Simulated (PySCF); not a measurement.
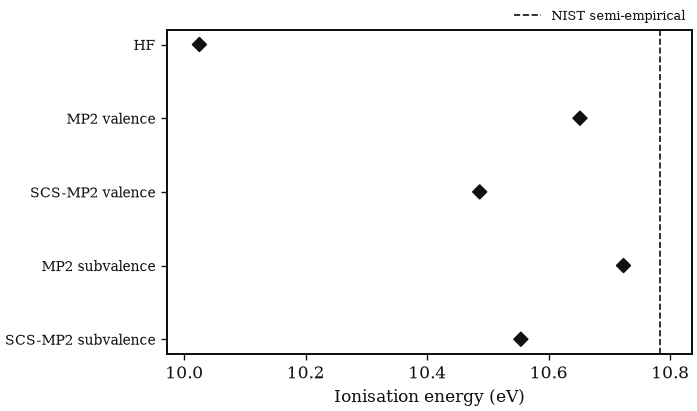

The ionisation energy of Nd⁺ ([Xe] 4f⁴ 6s → [Xe] 4f⁴) across levels of theory. PySCF, cc-pVDZ-X2C, spin-free X2C-1e, unrestricted single determinants, no spin-orbit coupling. Methods marked “valence” freeze 46 core electrons; methods marked “subvalence” freeze 28 core electrons.

Q: Summarise the spread and list the values.

A: The values run from 10.025 eV (HF) to 10.723 eV (MP2 subvalence). The NIST semi-empirical value is 10.783 ± 0.02 eV; nearest to it come MP2 subvalence (−0.060) and MP2 valence (−0.131), furthest HF (−0.758 eV).

```tsv
Method	Ionisation energy (eV)
HF	10.025
MP2 valence	10.652
SCS-MP2 valence	10.486
MP2 subvalence	10.723
SCS-MP2 subvalence	10.554
```

Known limits: determinant is not a pure L term; determinant is not a pure L term.
